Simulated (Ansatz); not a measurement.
# ClH4Si2: the cost of one run

Program: Ansatz 0.2.0. Level of theory: UKS r2SCAN-D4/STO-3G. These are calculated values, not measurements.

### Step 1. The structure to begin with

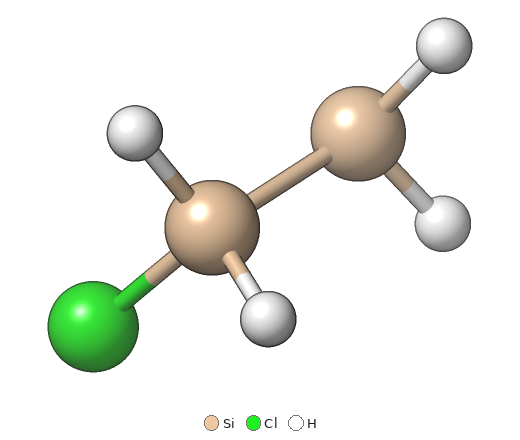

Start, viewed from a free direction; silicon light orange, chlorine green, hydrogen white.

As a file:

```xyz
7

Si   -1.2933    0.1452   -0.4305
Si    0.7237   -0.0940    0.5016
Cl    0.8855   -1.9810    1.2557
H    -1.4711   -0.6924   -1.6198
H    -1.5536    1.5896   -0.9004
H     0.9245    0.8677    1.6345
H     1.8456    0.0970   -0.4868
```

### Step 2. Relaxing the start

Input file input.yaml:

```yaml
crystal:
  periodic: [false, false, false]
  atoms:
    - { symbol: Si, position_ang: [-1.2933, 0.1452, -0.4305] }
    - { symbol: Si, position_ang: [0.7237, -0.094, 0.5016] }
    - { symbol: Cl, position_ang: [0.8855, -1.981, 1.2557] }
    - { symbol: H, position_ang: [-1.4711, -0.6924, -1.6198] }
    - { symbol: H, position_ang: [-1.5536, 1.5896, -0.9004] }
    - { symbol: H, position_ang: [0.9245, 0.8677, 1.6345] }
    - { symbol: H, position_ang: [1.8456, 0.097, -0.4868] }
magnetization:
  spin_polarized: true
  initial_magnetization: 1
basis:
  gaussian: { orbitals: STO-3G }
hamiltonian:
  xc: r2scan
  dispersion: d4
relax:
  f_tol: 0.02
  max_steps: 40
```

Run with:

```console
$ ansatz run input.yaml --threads 1 --pin off --max-ram 2048MiB --backend cpu --events-out ev --progress --plain --runs-dir out
```

What time and memory should one allow on 1 thread of AMD EPYC 7R43 (Zen 3), shared host?

About 20 s, with a peak of 0.19 GiB.
